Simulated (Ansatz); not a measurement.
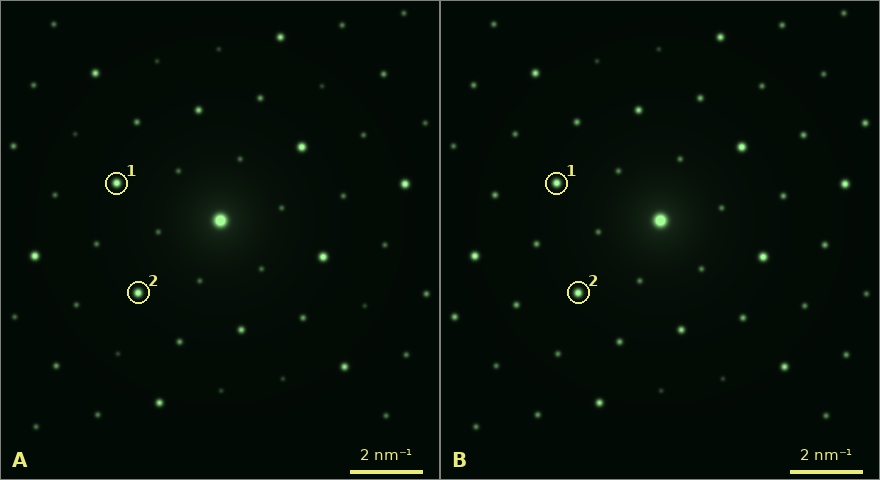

Kinematic electron diffraction patterns (200 kV, B = 0.5 Å², same scale) along [100] of the run's own cell, for the start and the end of one relaxation of Ag5SeS4Cl2 with DFT, PAW plane waves, lda in Ansatz 0.2.0. k mesh 3×4×4. The start is a generated model structure, and the relaxation ends in the nearest stationary point of its symmetry, not necessarily the ground state. Spot 1 is 0 -1 -2 and spot 2 is 0 1 -1 in both.

Start structure:

```yaml
crystal:
  lattice:
    - [-7.59640, 0.00000, 0.00000]
    - [0.00000, 0.00000, 6.41629]
    - [0.00000, 5.71242, 3.20814]
  atoms:
    - { symbol: Cl, position: [0.50000, 0.29000, 0.65360] }
    - { symbol: Cl, position: [0.50000, 0.94360, 0.34640] }
    - { symbol: Ag, position: [0.77920, 0.68167, 0.38202] }
    - { symbol: Ag, position: [0.22080, 0.06369, 0.61798] }
    - { symbol: Ag, position: [0.22080, 0.68167, 0.38202] }
    - { symbol: Ag, position: [0.77920, 0.06369, 0.61798] }
    - { symbol: S, position: [0.00000, 0.11184, 0.29612] }
    - { symbol: S, position: [0.00000, 0.40796, 0.70388] }
    - { symbol: Ag, position: [0.50000, 0.40207, 0.00000] }
    - { symbol: S, position: [0.77230, 0.64990, 0.00000] }
    - { symbol: S, position: [0.22770, 0.64990, 0.00000] }
    - { symbol: Se, position: [0.00000, 0.46020, 0.00000] }
```

Q: Which pattern belongs to the start structure, and which to the relaxed one?

A: B is the start: its cell gives d(1) = 3.275 Å, d(2) = 3.275 Å and an angle of 61.4°. The spot positions hardly differ, so the intensities decide: those computed from the start structure match B, and A is the relaxed structure.

Q: Name reflections whose intensity changes strongly on relaxation.

A: 0 1 -2 goes from 13 to 3 % of the strongest spot; 0 0 2 goes from 10 to 3.7 % of the strongest spot.

Q: Summarise the relaxation behind the change.

A: The cell was held fixed; with the mean shift removed, the atoms moved by up to 0.38 Å relative to the cell (S most); the space group stayed Amm2 (No. 38); the free energy fell by 130 meV an atom.
